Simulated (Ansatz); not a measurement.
## Amorphous Si₂₄O₄₈H₂

A CHGNet melt-quench gave the starting glass, which DFT then relaxed. O atoms were pushed apart under 1.9 Å during the dynamics, to hinder bonds among them. The hot cell started wider than the set density and was brought back towards it in steps. It is the lowest in DFT energy of 2 quenches. It is a model cell: composition and starting density were chosen by hand, and all elements were melted together. No dispersion term was used.

Methods: PBE, scalar-relativistic without spin-orbit coupling (Ansatz, a program for electronic structure); r2SCAN, scalar-relativistic without spin-orbit coupling (Ansatz); HSE06, scalar-relativistic without spin-orbit coupling (Ansatz). Geometry, pressure, stress and energy are those of the PBE run. Its sampling: a 2×2×2 Γ-centred mesh; Fermi-Dirac width 0.02 eV; no spin polarisation. Other functionals are single points at the zone centre (r2SCAN at 500 eV; exact exchange cut at the cell's faces), free to take moments where seeds were set. The usual formal charges leave 2 electrons over, so the level spacing at the Fermi energy parts defect or band states and needn't be the band gap. At PBE the levels at the filled edge of the gap are localised (band-tail or defect states), and the nearest spread-out levels lie 5.2 eV apart at the zone centre.

```json
{
  "number_of_atoms_in_the_cell": "74",
  "Density (held, not predicted)": "2.18 g/cm^3",
  "volume_per_atom": "14.84 Å³",
  "Pressure on a 2×2×2 Γ-centred mesh": "-1.64 GPa",
  "Largest force and stress component on that mesh (the relaxation ran on the zone centre alone)": "0.22 eV/Å and 3.2 GPa",
  "Energy relative to alpha cristobalite + H2 gas (lowest mix at this level among the phases computed, not always the ambient ones)": "151 meV/atom",
  "Level spacing at the Fermi energy on a 2×2×2 Γ-centred mesh (PBE)": "1.85 eV",
  "Level spacing at the Fermi energy at the zone centre (PBE)": "2.01 eV",
  "Level spacing at the Fermi energy at the zone centre (r2SCAN)": "2.35 eV",
  "Level spacing at the Fermi energy at the zone centre (HSE06)": "3.01 eV"
}
```

Cut-offs for bonds: Si-Si 2.60 Å, Si-O 2.00 Å, Si-H 1.70 Å, O-O 1.58 Å, O-H 1.16 Å, H-H 0.90 Å. Two cations that share two anions don't count as bonded, nor two that share one unless they lie closer than Si-Si 2.38 Å.

- Mean coordination of Si by anions: 3.96 (1 with 3, 23 with 4)
- Mean coordination of O: 2.02 (47 with 2, 1 with 3)
- Mean coordination of H: 1.00 (2 with 1)
- Mean Si-O bond: 1.647 Å (spread 0.039 Å, 95 counted)
- Mean O-H bond: 0.999 Å (spread 0.025 Å, 2 counted)

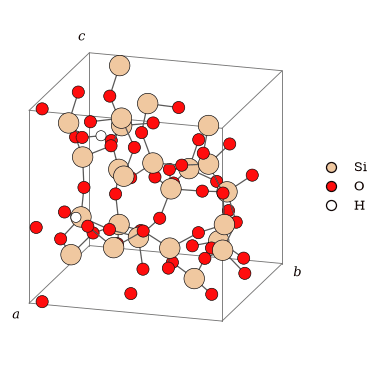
The relaxed cell

Its density started from a set value of 2.18 g/cm³. The simulated quench (nominally 670 K/ps over its main leg) is rapid and tends to freeze in more defects than a deposited or slowly cooled glass has. Values belong to this one cell and scatter from quench to quench. The volume was held where the preparation left it, at a PBE pressure of -1.6 GPa (tension). Stress components on the final sampling reach 3.2 GPa. On a 2×2×2 Γ-centred mesh force components of up to 0.22 eV/Å stay, since the relaxation ran on the zone centre alone.
